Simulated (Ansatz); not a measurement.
Band structure of Si (Fd-3m, 2 atoms in the cell).

```yaml
crystal:
  lattice:
    - [0.00000, 2.71550, 2.71550]
    - [2.71550, 0.00000, 2.71550]
    - [2.71550, 2.71550, 0.00000]
  atoms:
    - { symbol: Si, position: [0.00000, 0.00000, 0.00000] }
    - { symbol: Si, position: [0.25000, 0.25000, 0.25000] }
```

Computed with PBE (plane waves, PAW; Ansatz, a first-principles code).

Settings: kpoints.mp_grid.grid = 7 7 7; hamiltonian.xc = pbe; hamiltonian.pseudopotentials = {kind: paw} (the program's default PAW files); scf.occupations.method = fermi_dirac; scf.occupations.width = 0.01 eV; kpoints.band_path.npoints = 8.

The starting cell has typed, rounded lattice constants, without a prior relaxation at this level.

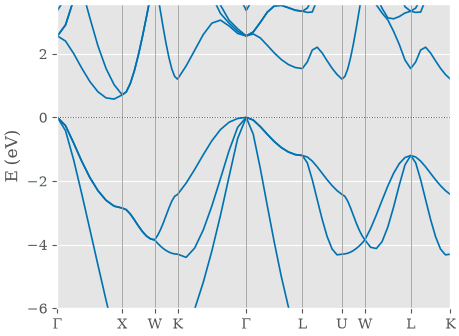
Fig. 1. Bands along the path, energies from the top of the valence band on the path.

Read off roughly the gap and where its edges lie.

The gap along the path is about 0.6 eV (computed: 0.58 eV), from Γ to a point between Γ and X; the smallest direct gap on it is 2.56 eV.

Levels in eV from the top of the valence band on the path, bands 1 to 7:
| point | 1 | 2 | 3 | 4 | 5 | 6 | 7 |
|---|---|---|---|---|---|---|---|
| Γ | -11.96 | 0.00 | 0.00 | 0.00 | 2.56 | 2.56 | 2.56 |
| X | -7.82 | -7.82 | -2.85 | -2.85 | 0.71 | 0.71 | 10.10 |
| W | -7.65 | -7.65 | -3.85 | -3.85 | 4.27 | 4.27 | 5.00 |
| K | -8.23 | -7.23 | -4.30 | -2.42 | 1.20 | 4.13 | 7.46 |
| L | -9.63 | -6.97 | -1.20 | -1.20 | 1.53 | 3.34 | 3.34 |
| U | -8.23 | -7.23 | -4.30 | -2.42 | 1.20 | 4.13 | 7.46 |

Keys are those of Ansatz 0.2.
